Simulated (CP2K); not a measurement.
Consider fluorocarbonylacetaldehyde at its PBE geometry (Å).

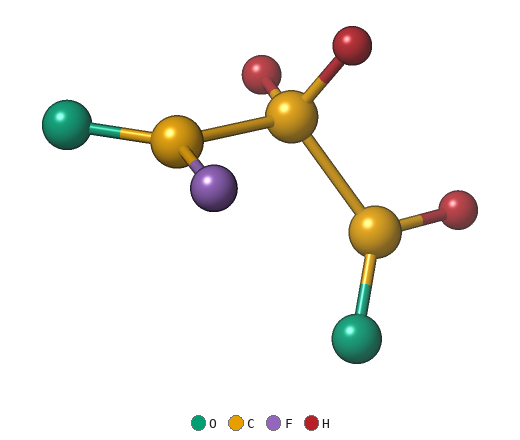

The molecule (oxygen teal, carbon orange, fluorine purple, hydrogen red).

```xyz
9

O    -1.4554    1.0051   -0.9316
C    -1.2747    0.2753    0.0212
C     0.0584   -0.3546    0.4149
C     1.2145   -0.0327   -0.4899
O     1.9209   -0.7734   -1.1091
F     1.4257    1.3269   -0.5252
H    -2.1124   -0.0024    0.7063
H     0.2911    0.0008    1.4333
H    -0.0681   -1.4449    0.4801
```

Method: CP2K XAS_TDP, all-electron GAPW, PBEh(45%), aug-cc-pVDZ, TDA, GW2X-corrected core level, no relativity.

**Question.** Predict the bright core excitations at the F K edge.

Leading lines: F6 688.24 eV. The leading line of an atom is its first one with 35 % of the strongest within 2.5 eV of its lowest line over the strength cut. Core ionisation energies at this level: F6 692.74 eV.

The first six lines of each atom with a strength over 0.0015:

| atom | energy (eV) | states | strength, one atom | above the computed threshold |
| --- | --- | --- | --- | --- |
| F6 (bonded to C) | 688.24 | 1 | 0.0111 |  |
|  | 689.90 | 1 | 0.0054 |  |
|  | 690.25 | 1 | 0.0190 |  |
|  | 691.16 | 1 | 0.0122 |  |
|  | 692.15 | 1 | 0.0023 |  |
|  | 692.69 | 1 | 0.0027 |  |

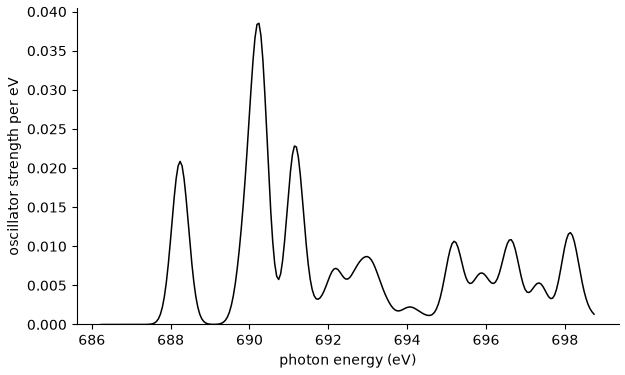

All atoms added, broadened by 0.5 eV.

Lines are vertical, at one geometry, with no vibrational structure. GW2X ionisation energies and lines can be off by 1 to 2 eV either way, and a good line position may hide errors that cancel. These values hold no scalar relativity, about 0.7 eV for F 1s. Rydberg lines, and the discretised continuum above threshold, depend on the basis and the box.

[Banner, clock and machine lines of the logs are left out without a mark of their own.]

[Logs are printed without paths, hosts, clocks, repeated set-up lines and the standing remarks that a program may print on its own settings, such as how far it seeks lower states.]

[Hosts, paths, dates, database ids (printed as entryN), source tags and the programs' standing remarks are cut or masked in the printed files.]
